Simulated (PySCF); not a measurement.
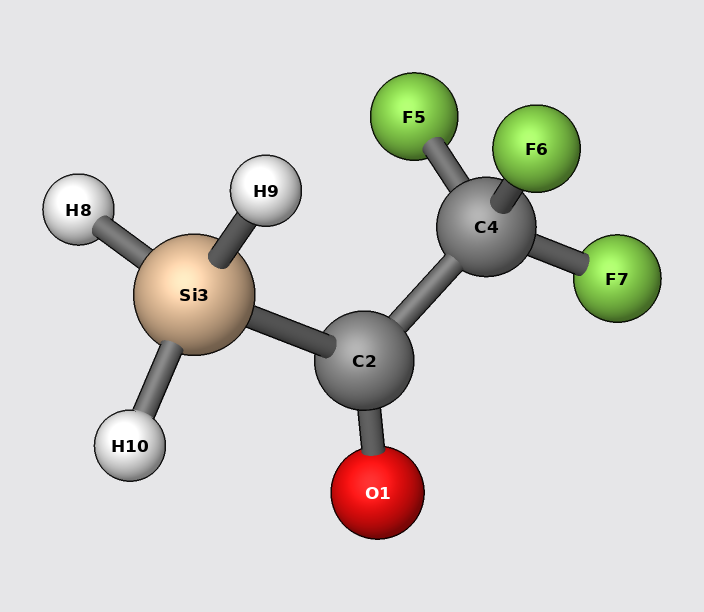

Geometry: an image of a reaction path computed with GFN2-xTB, not a minimum. Properties computed with GIAO PBE0/pcSseg-1 NMR shielding, non-relativistic, gas phase (PySCF 2.14.0). Principal shieldings σ11 ≤ σ22 ≤ σ33, span Ω = σ33 − σ11, skew κ = 3(σiso − σ22)/Ω.

Give the shielding tensors of the Si atoms.

```csv
atom,σ11,σ22,σ33,σiso,Ω,κ
Si3,398.8,444.9,454.5,432.7,55.7,−0.65
```

Shieldings and span in ppm.
